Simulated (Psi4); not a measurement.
# One shape, several levels: GaNH3 (SMILES [NH2][GaH])

Aim: a comparison of 5 runs (UHF/STO-3G, UHF/def2-SVP, UB3LYP/6-31G*, UCAM-B3LYP/def2-TZVP, UPBE/pcseg-2) of GaNH3. 

Program for the calculation: Psi4 1.11.

## 1. The molecule

GaNH3 has 5 atoms, charge 0, and is taken as a doublet. SMILES: `[NH2][GaH]`. The shape is that of a PBE0-D4/def2-TZVP optimisation. This is one conformer, not always the lowest.

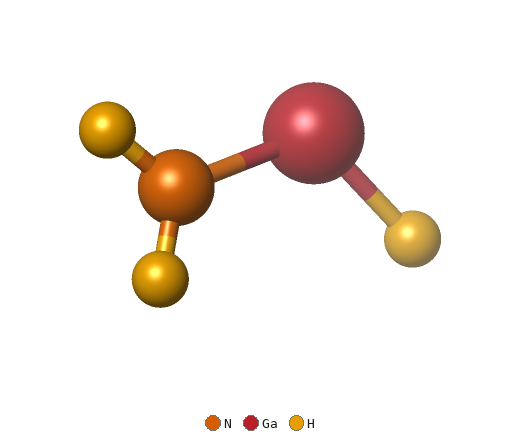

The structure, seen from a chosen angle (nitrogen orange, gallium red, hydrogen amber).

## 2. Energy and gradient at UHF/STO-3G (run 1)

Input file gah3n.dat:

```
memory 1600 MB

molecule geom {
  0 2
  N     -0.211900    -0.684000     0.064700
  Ga     0.815500     0.782900     0.417000
  H     -0.946800    -0.701300    -0.625100
  H     -0.115200    -1.569300     0.532000
  H      0.508200     2.097900    -0.430100
  units angstrom
  symmetry c1
}

set basis STO-3G
set reference uhf
set puream true
set e_convergence 1e-09
set d_convergence 1e-08
set scf_type pk
set maxiter 200

energy_value, wavefunction = gradient('hf', return_wfn=True)
```

Command:

```console
psi4 gah3n.dat gah3n.out -n 1
```

gah3n.out:

```text
[...]
  Running in c1 symmetry.
[...]
  Nuclear repulsion =   95.419926874908640
[...]
  Multiplicity = 2
[...]
  Nalpha       = 21
  Nbeta        = 20
[...]
    Number of basis functions: 26
[...]
   @UHF iter   1: -1955.45604142539105   -2.79840e+00   3.64326e-02 DIIS/ADIIS
[...]
   @UHF iter  68: -1956.32448804064143    9.09495e-13   9.37279e-09 DIIS
[...]
   @S^2 Observed:                9.553562079E-01
[...]
  @UHF Final Energy: -1956.32448804064143
   => Energetics <=
    Nuclear Repulsion Energy =             95.4199268749086400
    One-Electron Energy =               -2932.2328643524847394
    Two-Electron Energy =                 880.4884494369347294
    Total Energy =                      -1956.3244880406414268
  UHF NO Occupations:
  HONO-2 :   19  A 1.9993114
  HONO-1 :   20  A 1.8925506
[...]
  -Total Gradient:
     Atom            X                  Y                   Z
    ------   -----------------  -----------------  -----------------
       1       -0.067104949792    -0.098003347248    -0.022106130606
       2        0.067525421118     0.041902028897     0.046204937308
       3        0.007985925831     0.003779538138     0.005976977556
       4        0.001105158632     0.010383710034    -0.003340304035
       5       -0.009511555822     0.041938070134    -0.026735480222
[...]
```

It took 2.6 s on 1 thread of Intel Xeon Platinum 8375C at 2.90GHz (Ice Lake), shared host; peak memory 0.19 GiB.

## 3. A single-point energy at UHF/def2-SVP (sfX2C, density fitting) (run 2)

Input file calc.dat:

```
memory 1600 mb

molecule geom {
  0 2
  N     -0.211900    -0.684000     0.064700
  Ga     0.815500     0.782900     0.417000
  H     -0.946800    -0.701300    -0.625100
  H     -0.115200    -1.569300     0.532000
  H      0.508200     2.097900    -0.430100
}

set reference uhf
set scf_type df
set relativistic x2c

E, wfn = energy("scf/def2-SVP", return_wfn=True)
```

Command:

```console
psi4 calc.dat calc.out -n 1
```

calc.out:

```text
[...]
  Running in c1 symmetry.
[...]
  Nuclear repulsion =   95.419926874908640
[...]
  Multiplicity = 2
[...]
  Nalpha       = 21
  Nbeta        = 20
[...]
    Number of basis functions: 61
[...]
    WARNING: The X2C and Dirac Hamiltonians have substatially different eigenvalues!
             This is probably caused by the recontraction of the basis set.
[...]
   @DF-UHF iter   1: -1992.81960823337431   -3.27235e+00   3.62537e-02 DIIS/ADIIS
[...]
   @DF-UHF iter  11: -1994.21131260862694   -2.60932e-08   3.46992e-07 DIIS
[...]
   @S^2 Observed:                7.569216649E-01
[...]
  @DF-UHF Final Energy: -1994.21131260862694
   => Energetics <=
    Nuclear Repulsion Energy =             95.4199268749086400
    One-Electron Energy =               -2967.2631549550314958
    Two-Electron Energy =                 877.6319154714961996
    Total Energy =                      -1994.2113126086269403
  UHF NO Occupations:
  HONO-2 :   19  A 1.9993569
  HONO-1 :   20  A 1.9975025
[...]
 Multipole Moments:
 ------------------------------------------------------------------------------------
     Multipole            Electronic (a.u.)      Nuclear  (a.u.)        Total (a.u.)
 ------------------------------------------------------------------------------------
 L = 1.  Multiply by 2.5417464519 to convert [e a0] to [Debye]
 Dipole X            :          3.4505837           -3.5661113           -0.1155276
 Dipole Y            :          3.0175632           -3.3622894           -0.3447262
 Dipole Z            :          1.9903883           -1.9542468            0.0361415
 Magnitude           :                                                    0.3653615
[...]
```

It took 3.3 s on 1 thread of Intel Xeon Platinum 8375C at 2.90GHz (Ice Lake), shared host; peak memory 0.21 GiB.

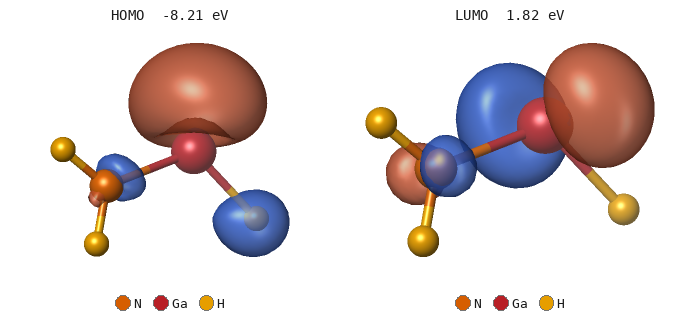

Frontier orbitals of this run (spin up), surfaces at ±0.2 Å^-3/2.

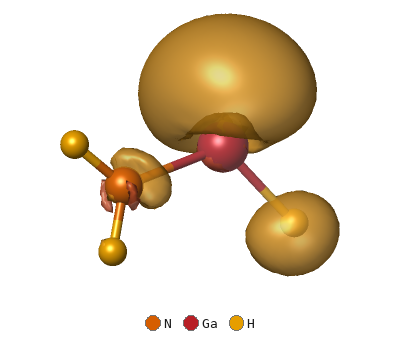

Spin density, surfaces at ±0.03 e/Å³.

Runs 3 to 4 aren't shown in full; the table further down has their settings and results.

## 4. The energy at UPBE/pcseg-2 (run 5)

Input file job.in:

```
memory 1.6 GB

molecule system {
  0 2
  N     -0.40043297    -1.29257267     0.12226528
  Ga     1.54107165     1.47946658     0.78801579
  H     -1.78919269    -1.32526493    -1.18126780
  H     -0.21769645    -2.96554721     1.00533430
  H      0.96035882     3.96445644    -0.81277121
  units bohr
  symmetry c1
  no_reorient
  no_com
}

set basis pcseg-2
set reference uks
set puream true
set e_convergence 1e-09
set d_convergence 1e-08
set scf_type pk
set dft_radial_points 99
set dft_spherical_points 590
set maxiter 200

E, wfn = energy("pbe", return_wfn=True)
oeprop(wfn, "MAYER_INDICES", "DIPOLE", "LOWDIN_CHARGES")
```

Command:

```console
psi4 job.in job.out -n 1
```

job.out:

```text
[...]
  Running in c1 symmetry.
[...]
  Nuclear repulsion =   95.419926978700360
[...]
  Multiplicity = 2
[...]
  Nalpha       = 21
  Nbeta        = 20
[...]
    Number of basis functions: 115
[...]
   @UKS iter   1: -1979.48469112560974   -1.73080e+00   1.94504e-02 DIIS/ADIIS
[...]
   @UKS iter  14: -1981.09252439657507   -5.91172e-12   5.12127e-09 DIIS
[...]
   @S^2 Observed:                7.527309184E-01
[...]
  @UKS Final Energy: -1981.09252439657507
   => Energetics <=
    Nuclear Repulsion Energy =             95.4199269787003601
    One-Electron Energy =               -2951.0743417468361258
    Two-Electron Energy =                 957.2880144560737108
    DFT Exchange-Correlation Energy =     -82.7261240845130459
    Empirical Dispersion Energy =           0.0000000000000000
    VV10 Nonlocal Energy =                  0.0000000000000000
    Total Energy =                      -1981.0925243965750724
[...]
 Multipole Moments:
 ------------------------------------------------------------------------------------
     Multipole            Electronic (a.u.)      Nuclear  (a.u.)        Total (a.u.)
 ------------------------------------------------------------------------------------
 L = 1.  Multiply by 2.5417464519 to convert [e a0] to [Debye]
 Dipole X            :        -44.1202236           43.9236600           -0.1965636
 Dipole Y            :        -36.8469815           36.4890996           -0.3578819
 Dipole Z            :        -24.3305264           24.2956417           -0.0348847
 Magnitude           :                                                    0.4097971
[...]
```

Run time: 35 s. Hardware: 1 thread of Intel Xeon Platinum 8375C at 2.90GHz (Ice Lake), shared host; peak memory 0.72 GiB.

## 5. All runs side by side

| run | level | task | integrals | energy (Eh) | dipole moment (D) | HOMO energy (eV) | LUMO energy (eV) | wall time |
| --- | --- | --- | --- | --- | --- | --- | --- | --- |
| 1 | UHF/STO-3G | gradient | pk | -1956.324488 | 0.82 | -6.33 | 4.87 | 2.6 s |
| 2 | UHF/def2-SVP (sfX2C, density fitting) | energy | df | -1994.211313 | 0.93 | -8.21 | 1.27 | 3.3 s |
| 3 | UB3LYP/6-31G* (spherical functions) | gradient | pk | -1981.144498 | 1.26 | -5.33 | -2.68 | 20 s |
| 4 | UCAM-B3LYP/def2-TZVP | energy | pk | -1981.497638 | 0.95 | -6.83 | -1.48 | 33 s |
| 5 | UPBE/pcseg-2 | energy | pk | -1981.092524 | 1.04 | -4.60 | -3.27 | 35 s |

## 6. Summary of results

| quantity | value |
| --- | --- |
| run 5: total energy | -1981.09252 Eh |
| run 5: dipole moment | 1.04 D |
| run 5: HOMO energy (highest over α and β) | -4.60 eV |
| run 5: LUMO energy (lowest over α and β) | -3.27 eV |
| run 5: ⟨S²⟩ | 0.753 |

What this shows: The dipole moment (its size) runs from 0.82 D (UHF/STO-3G) to 1.26 D (UB3LYP/6-31G*). The two ends differ in method and basis. Totals of different functionals can't be ranked against each other. Some runs of one species differ in core potentials or relativity; totals across that change don't compare. In run 1 the basis is minimal, so the values are rough. Spin contamination of the reference: run 1 ⟨S²⟩ = 0.96. All runs together took 94 s, the longest 35 s.
